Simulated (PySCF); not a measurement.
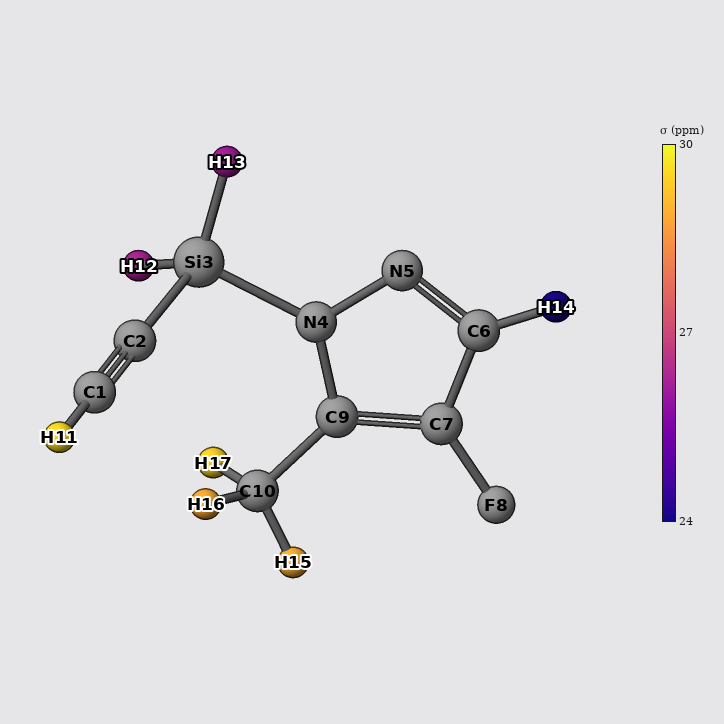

Atoms are coloured by their isotropic NMR shieldings (H only, the others grey). The computed structure is the end point of a GFN2-xTB optimisation. No frequency run is at hand to confirm it as a minimum. Level of theory: GIAO PBE0/pcSseg-1 NMR shielding, non-relativistic, gas phase (PySCF 2.14.0).

Which H atom is the most shielded (lowest chemical shift)?

H11 (29.56 ppm).

Which H atom is the least shielded (highest chemical shift)?

H14 (24.11 ppm).

How wide is the range of H shifts?

5.45 ppm.

Give the isotropic NMR shieldings of the H atoms atom by atom.

```json
{"atom": "H11", "σ (ppm)": "29.56"}
{"atom": "H12", "σ (ppm)": "26.28"}
{"atom": "H13", "σ (ppm)": "26.16"}
{"atom": "H14", "σ (ppm)": "24.11"}
{"atom": "H15", "σ (ppm)": "28.94"}
{"atom": "H16", "σ (ppm)": "28.87"}
{"atom": "H17", "σ (ppm)": "29.45"}
```

The geometry is semi-empirical. Around Si such bond lengths and angles can be off by a tenth of an ångström or more and by several degrees, and values that hang on the shape move with them.
